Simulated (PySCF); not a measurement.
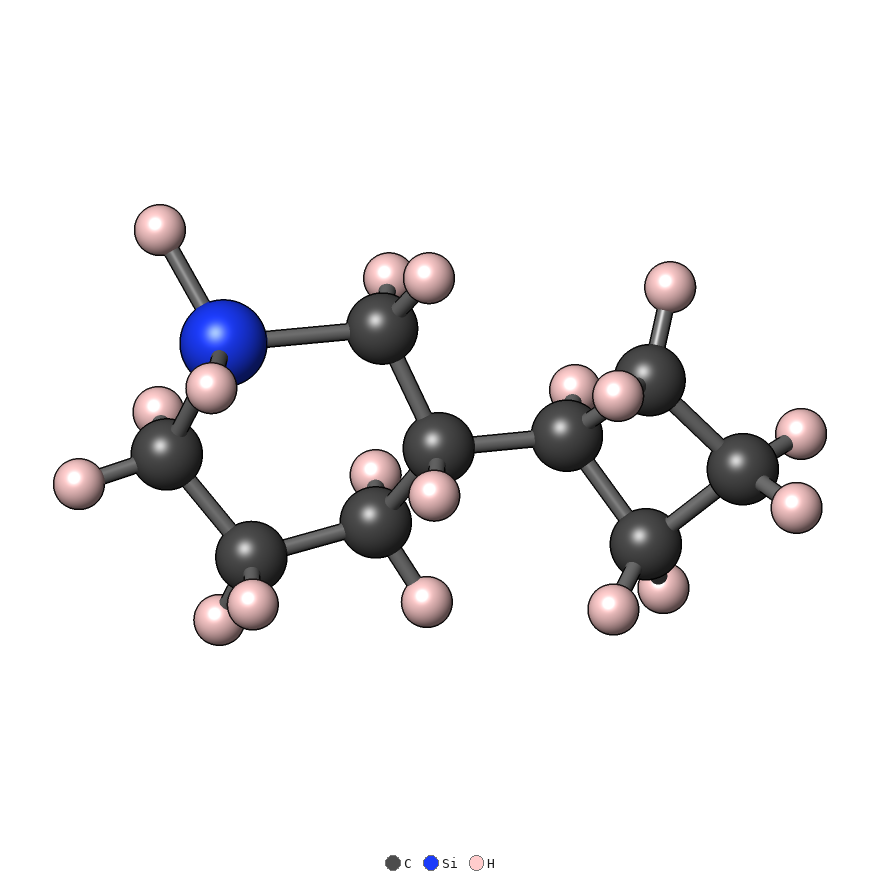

Simulated data, not a measurement (program: PySCF).

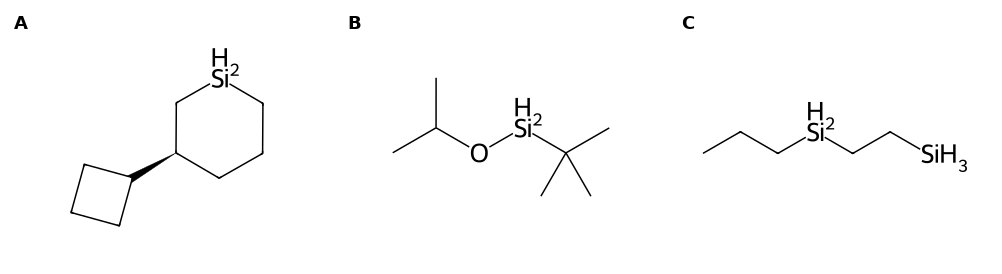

> Which structural formula matches the 3D model?

A, `C1CC([C@@H]2CCC[SiH2]C2)C1`.
